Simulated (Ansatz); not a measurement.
# One shape, several levels: triplet GaH2ClO

Aim: a comparison of 6 runs (UHF/3-21G, UHF/def2-SVPD, U-r2SCAN/def2-SVPD, UB3LYP/def2-SVPD, UMP2/def2-SVPD, UCCSD/def2-SVPD) of triplet GaH2ClO. 

The calculation is run with Ansatz 0.2.0.

37 further runs of the same task are left out: 37 set aside as unsound or not needed. Runs told in other sessions of the task aren't counted.

### Step 1. The system as given

The species is GaH2ClO (5 atoms), meant as a triplet with charge 0. As SMILES of the parent species, `[OH][GaH][Cl]`. Geometry: relaxed at PBE0-D4/def2-TZVP. This is one conformer, not always the lowest. That shape belongs to the parent species and isn't relaxed for this state.

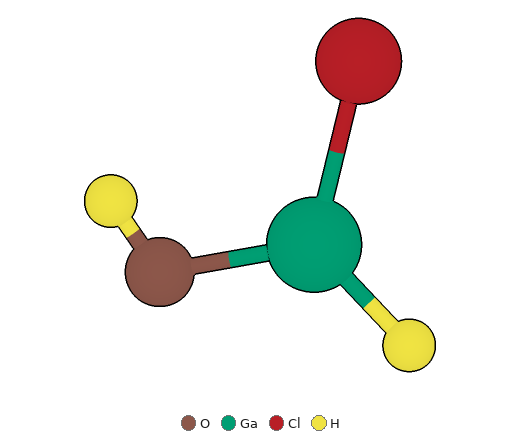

The structure, seen from a chosen angle (oxygen brown, gallium teal, chlorine red, hydrogen yellow).

### Step 2. The energy at UHF/3-21G (run 1)

The input, input.yaml:

```yaml
crystal:
  periodic: [false, false, false]
  atoms:
    - {symbol: O, position_ang: [-1.152400, 0.516000, -0.496900]}
    - {symbol: Ga, position_ang: [0.470000, 0.208100, 0.146200]}
    - {symbol: Cl, position_ang: [0.927500, -1.856600, 0.504600]}
    - {symbol: H, position_ang: [-1.672300, -0.281800, -0.622300]}
    - {symbol: H, position_ang: [1.477200, 1.340600, 0.426900]}
basis:
  gaussian:
    orbitals: 3-21G-spherical.json
accuracy: high
output: {orbitals: {seedname: orbitals}}
magnetization:
  spin_polarized: true
  initial_magnetization: 2
hamiltonian:
  xc: hf
total_charge: 0
```

The basis set 3-21G is read from a file made from the Basis Set Exchange's data (not shown).

Launch:

```console
ansatz run input.yaml --threads 1 --pin off --max-ram 2610MiB --events-out events.jsonl --progress --plain --runs-dir runs
```

The program printed:

```text
Warning: RAYON_NUM_THREADS=1 ignored (pool sized by the plan → 1); use --threads N
Functional definition: HF
  name "HF"
  exchange = exact_x
  correlation = 0
876 factors; integrals over basis functions are off by at most 4.0e-9 eV
mean field evaluation 1: about -66570.7089 eV, gradient 2.6e1 eV
mean field evaluation 2: about -66570.9390 eV, gradient 2.6e1 eV
mean field evaluation 4: about -66574.1160 eV, gradient 2.7e0 eV
mean field evaluation 8: about -66574.3874 eV, gradient 8.0e-1 eV
mean field evaluation 16: about -66574.6269 eV, gradient 1.8e0 eV
mean field evaluation 32: about -66574.9592 eV, gradient 1.2e-3 eV
mean field evaluation 64: about -66574.3599 eV, gradient 4.1e0 eV
mean field evaluation 96: about -66574.9091 eV, gradient 8.2e-2 eV
mean field evaluation 128: about -66574.8756 eV, gradient 3.7e-1 eV
mean field evaluation 160: about -66574.9211 eV, gradient 1.5e-1 eV
mean field evaluation 192: about -66574.7990 eV, gradient 2.3e0 eV
mean field evaluation 224: about -66574.7148 eV, gradient 3.3e-1 eV
mean field evaluation 256: about -66574.2993 eV, gradient 1.0e0 eV
mean field evaluation 288: about -66576.6026 eV, gradient 1.4e-7 eV
mean field evaluation 320: about -66575.0028 eV, gradient 3.1e0 eV
mean field evaluation 352: about -66573.6838 eV, gradient 3.2e0 eV
mean field evaluation 384: about -66574.0547 eV, gradient 1.2e1 eV
mean field evaluation 416: about -66575.8775 eV, gradient 8.4e-1 eV
mean field evaluation 448: about -66574.2381 eV, gradient 9.2e-1 eV
mean field evaluation 480: about -66568.7515 eV, gradient 2.6e1 eV
mean field evaluation 512: about -66576.1027 eV, gradient 8.5e-1 eV
mean field evaluation 544: about -66576.1389 eV, gradient 6.1e-1 eV
mean field evaluation 576: about -66576.4852 eV, gradient 5.8e-1 eV
mean field evaluation 608: about -66571.6073 eV, gradient 3.0e0 eV
mean field evaluation 640: about -66576.1058 eV, gradient 1.9e-1 eV
mean field evaluation 672: about -66574.4185 eV, gradient 3.4e-1 eV
mean field evaluation 704: about -66574.4151 eV, gradient 2.8e-5 eV
mean field evaluation 736: about -66574.7219 eV, gradient 6.6e-2 eV
mean field evaluation 768: about -66563.9096 eV, gradient 9.7e0 eV
mean field -66576.60259683 eV, -2446.6450181916 hartree, gradient 2.3e-8 eV, S^2 2.030902; 9 other end points of the search recorded, 0 dependent functions left out
reference -66576.60259683 eV, -2446.6450181916 hartree; 30, 28 occupied and 18, 20 virtual orbitals, 876 factors
Total energy: -66576.60259683 eV, -2446.6450181916 hartree
```

Run time: 12 s. Hardware: 1 thread of Arm Neoverse V2, shared host; peak memory 0.18 GiB.

### Step 3. The energy at UHF/def2-SVPD (run 2)

The input, in.yaml:

```yaml
crystal:
  periodic: [false, false, false]
  atoms:
    - symbol: O
      position_ang: [-1.152400, 0.516000, -0.496900]
    - symbol: Ga
      position_ang: [0.470000, 0.208100, 0.146200]
    - symbol: Cl
      position_ang: [0.927500, -1.856600, 0.504600]
    - symbol: H
      position_ang: [-1.672300, -0.281800, -0.622300]
    - symbol: H
      position_ang: [1.477200, 1.340600, 0.426900]
basis:
  gaussian:
    orbitals: def2-SVPD
magnetization:
  spin_polarized: true
  initial_magnetization: 2
hamiltonian:
  xc: hf
accuracy: high
output: {orbitals: {seedname: orbitals}}
```

Launch:

```console
ansatz run in.yaml --threads 1 --pin off --max-ram 2610MiB --events-out events.jsonl --progress --plain --runs-dir runs
```

The program printed:

```text
Warning: RAYON_NUM_THREADS=1 ignored (pool sized by the plan → 1); use --threads N
Functional definition: HF
  name "HF"
  exchange = exact_x
  correlation = 0
1965 factors; integrals over basis functions are off by at most 4.1e-9 eV
mean field evaluation 1: about -66885.1786 eV, gradient 2.9e1 eV
mean field evaluation 2: about -66885.2285 eV, gradient 2.9e1 eV
mean field evaluation 4: about -66889.2900 eV, gradient 3.1e0 eV
mean field evaluation 8: about -66889.6376 eV, gradient 7.9e-1 eV
mean field evaluation 16: about -66890.4080 eV, gradient 2.2e-1 eV
mean field evaluation 32: about -66890.4618 eV, gradient 5.8e-4 eV
mean field evaluation 64: about -66890.4460 eV, gradient 5.1e-2 eV
mean field evaluation 96: about -66890.3214 eV, gradient 4.2e0 eV
mean field evaluation 128: about -66890.4235 eV, gradient 3.2e-2 eV
mean field evaluation 160: about -66890.4604 eV, gradient 2.9e-2 eV
mean field evaluation 192: about -66890.3920 eV, gradient 4.3e-1 eV
mean field evaluation 224: about -66890.4609 eV, gradient 1.2e-2 eV
mean field evaluation 256: about -66890.4603 eV, gradient 2.6e-2 eV
mean field evaluation 288: about -66890.4601 eV, gradient 2.9e-2 eV
mean field evaluation 320: about -66886.3088 eV, gradient 2.8e1 eV
mean field evaluation 352: about -66890.5132 eV, gradient 2.9e-1 eV
mean field evaluation 384: about -66889.2664 eV, gradient 2.3e0 eV
mean field evaluation 416: about -66891.2892 eV, gradient 3.2e-1 eV
mean field evaluation 448: about -66889.6688 eV, gradient 3.4e0 eV
mean field evaluation 480: about -66889.8903 eV, gradient 2.1e0 eV
mean field evaluation 512: about -66887.4678 eV, gradient 1.6e1 eV
mean field evaluation 544: about -66889.8388 eV, gradient 1.6e-1 eV
mean field evaluation 576: about -66888.8404 eV, gradient 3.6e0 eV
mean field evaluation 608: about -66891.2680 eV, gradient 2.8e-1 eV
mean field evaluation 640: about -66891.2277 eV, gradient 7.1e-1 eV
mean field evaluation 672: about -66890.0185 eV, gradient 8.5e0 eV
mean field evaluation 704: about -66889.1354 eV, gradient 5.2e0 eV
mean field evaluation 736: about -66889.5993 eV, gradient 1.1e0 eV
mean field evaluation 768: about -66888.1268 eV, gradient 5.3e0 eV
mean field evaluation 800: about -66889.5751 eV, gradient 1.3e-1 eV
mean field -66891.31668120 eV, -2458.2105474712 hartree, gradient 2.9e-8 eV, S^2 2.038749; 5 other end points of the search recorded, 0 dependent functions left out
reference -66891.31668120 eV, -2458.2105474712 hartree; 30, 28 occupied and 74, 76 virtual orbitals, 1965 factors
Total energy: -66891.31668120 eV, -2458.2105474712 hartree
```

Wall time 79 s (1 thread of Arm Neoverse V2, shared host); peak memory 0.55 GiB.

Runs 3 to 5 aren't shown in full; the table further down has their settings and results.

### Step 4. A single-point energy at UCCSD/def2-SVPD (run 6)

The input, in.yaml:

```yaml
basis:
  gaussian: {orbitals: def2-SVPD}
crystal:
  periodic: [false, false, false]
  atoms:
    - symbol: O
      position_ang: [-1.152400, 0.516000, -0.496900]
    - symbol: Ga
      position_ang: [0.470000, 0.208100, 0.146200]
    - symbol: Cl
      position_ang: [0.927500, -1.856600, 0.504600]
    - symbol: H
      position_ang: [-1.672300, -0.281800, -0.622300]
    - symbol: H
      position_ang: [1.477200, 1.340600, 0.426900]
correlation: {method: ccsd, frozen_orbitals: {Cl: 5, Ga: 9, H: 0, O: 1}}
accuracy: high
scf: {omitted_lower_state_checks: [cluster_reference, increment]}
magnetization: {spin_polarized: true, initial_magnetization: 2}
```

Launch:

```console
ansatz run in.yaml --threads 1 --pin off --max-ram 2610MiB --events-out events.jsonl --progress --plain --runs-dir runs
```

The program printed:

```text
Warning: RAYON_NUM_THREADS=1 ignored (pool sized by the plan → 1); use --threads N
[... 25 lines left out ...]
15 core orbitals not correlated: weight in the atoms' cores, before any rotation towards them, 1.000 or more for the frozen orbitals, at most 0.000 for the correlated occupied ones
[... 56 lines left out ...]
Total energy: -66905.87184142 eV, -2458.7454397433 hartree
Checks for a lower state left out: cluster_reference, increment
```

It took 5.3 min on 1 thread of Arm Neoverse V2, shared host; peak memory 1.4 GiB.

### Step 5. All runs side by side

| run | level | frozen core orbitals | energy (Eh) | HOMO energy (eV) | ⟨S²⟩ | wall time |
| --- | --- | --- | --- | --- | --- | --- |
| 1 | UHF/3-21G | – | -2446.645018 | -5.16 | 2.031 | 12 s |
| 2 | UHF/def2-SVPD | – | -2458.210547 | -5.16 | 2.039 | 79 s |
| 3 | U-r2SCAN/def2-SVPD | – | -2460.837531 | -2.70 | 2.006 | 2 min |
| 4 | UB3LYP/def2-SVPD | – | -2460.964830 | -3.00 | 2.006 | 2.5 min |
| 5 | UMP2/def2-SVPD | 15 | -2458.720424 | – | 2.039 | 86 s |
| 6 | UCCSD/def2-SVPD | 15 | -2458.745440 | – | 2.039 | 5.3 min |

### Step 6. Results

| quantity | value |
| --- | --- |
| run 6: total energy | -2458.74544 Eh |
| run 6: correlation energy (15 core orbitals frozen) | -534.9 mEh |
| run 6: ⟨S²⟩ of the reference determinant | 2.039 |
| run 6: T1 diagnostic | 0.027 |

Below the UHF energy at the same shape and in the same basis (def2-SVPD): UMP2 -509.9 mEh; UCCSD -534.9 mEh. Totals of different functionals can't be ranked against each other. All runs together took 13 min, the longest 5.3 min.
